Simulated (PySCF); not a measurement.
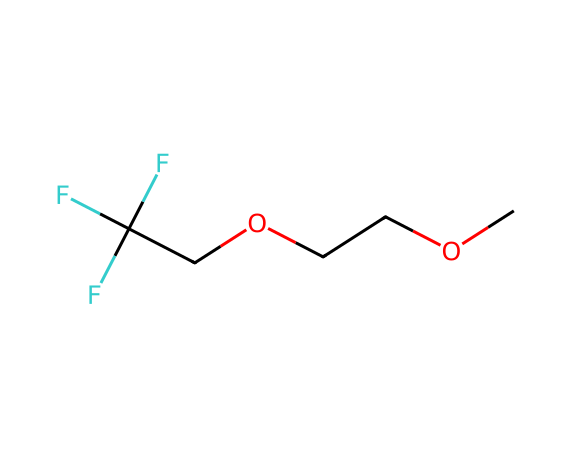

Skeletal drawing of a molecule.

Question: Transcribe the drawing into SMILES.

Answer: COCCOCC(F)(F)F

Question: What is the molecular formula?

Answer: C5H9F3O2.

Question: An optimisation with GFN2-xTB gave a structure of which point group?

Answer: C1. Other conformers may differ.

The parts below concern this one geometry. Atoms keep their numbers from picture to picture. The geometry was computed by an optimisation with GFN2-xTB. No frequency run is at hand to confirm it as a minimum.

NMR shielding

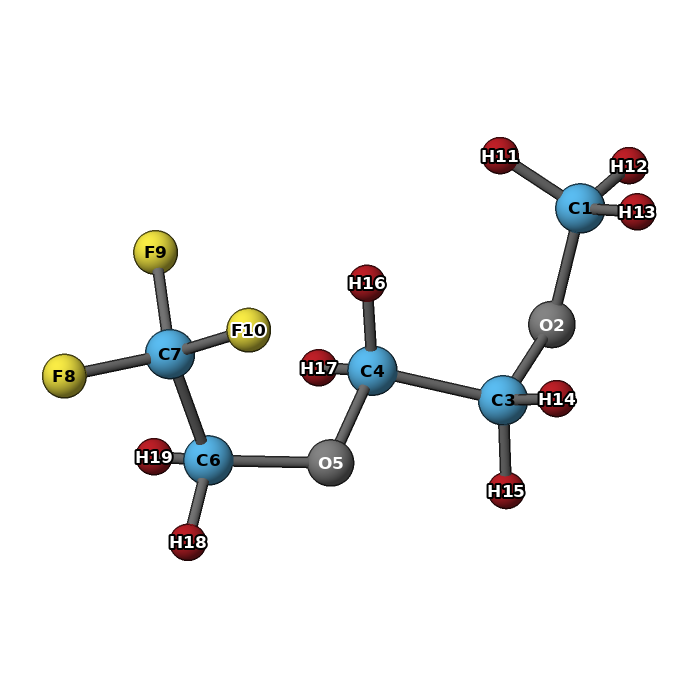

The questions are on isotropic NMR shieldings of the H atoms. No frequency run is at hand to confirm it as a minimum. Method: GIAO PBE0/pcSseg-1 NMR shielding, non-relativistic, gas phase (PySCF 2.14.0).

Give the isotropic NMR shieldings of the H atoms atom by atom.

```
atom  σ (ppm)
 H11    28.19
 H12    27.84
 H13    28.58
 H14    28.21
 H15    27.63
 H16    27.24
 H17    28.48
 H18    27.43
 H19    27.86
```

Electronic properties

No frequency run is at hand to confirm it as a minimum. Method: PBE0/pcSseg-1, gas phase (PySCF 2.14.0).

Question: What is the dipole moment?

Answer: 0.57 D.

Question: What is the HOMO energy (Kohn–Sham orbital)?

Answer: −7.55 eV.

Question: What is the HOMO–LUMO gap?

Answer: 8.96 eV.

Quadrupole coupling

No frequency run is at hand to confirm it as a minimum. Electric field gradients from the ground-state density, PBE0/pcSseg-1 (PySCF 2.14.0), non-relativistic apart from any core potentials.

Give the largest field-gradient component, the quadrupole coupling constant and the asymmetry for 17O at O2 (Q = −25.6 mb), 17O at O5 (Q = −25.6 mb).

```json
{"atom": "O2", "V_zz (a.u.)": "2.045", "e²qQ/h (MHz)": "−12.30", "η": "0.97"}
{"atom": "O5", "V_zz (a.u.)": "2.037", "e²qQ/h (MHz)": "−12.25", "η": "0.98"}
```
